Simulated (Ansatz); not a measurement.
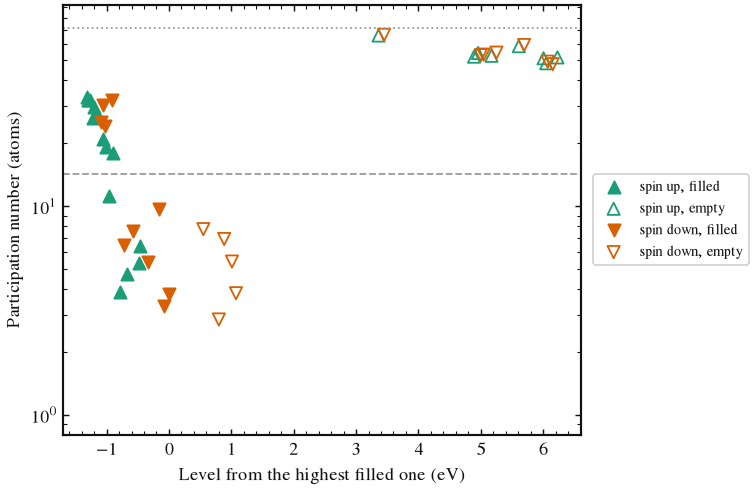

Levels near the gap of a 71-atom cell against the number of atoms over which each spreads (dotted: all atoms; dashed: a fifth of them). Host SnO₂ with Cd on a site of Sn and a vacancy of Sn.

Calculation on Sn₂₂CdO₄₈ (defect cell), 71 atoms in the cell, cell charge −1 e; a = 9.54 Å, b = 9.54 Å, c = 9.64 Å, α = 90.00°, β = 90.00°, γ = 90.00°.

Method: DFT, HSE06, PAW, plane waves, one k point, (0.25, 0.25, 0.25), 420 eV cutoff, Fermi-Dirac smearing of 0.01 eV (Ansatz 0.2.0).

Question: Which of these levels are localised (under the dashed line)?

Answer: 16 of the 45 levels shown spread over less than a fifth of the cell; the most localised are −0.79 eV (spin up, filled, over about 4 atoms, mostly O), −0.68 eV (spin up, filled, over about 5 atoms, mostly O), −0.09 eV (spin down, filled, over about 3 atoms, mostly O), 0.00 eV (spin down, filled, over about 4 atoms, mostly O), 0.80 eV (spin down, empty, over about 3 atoms, mostly O) and 1.08 eV (spin down, empty, over about 4 atoms, mostly O).

Question: How far apart are the highest filled and the lowest empty level?

Answer: The lowest empty level lies 0.55 eV above the highest filled one.

One k point in a finite cell, so levels carry errors of tenths of an eV.
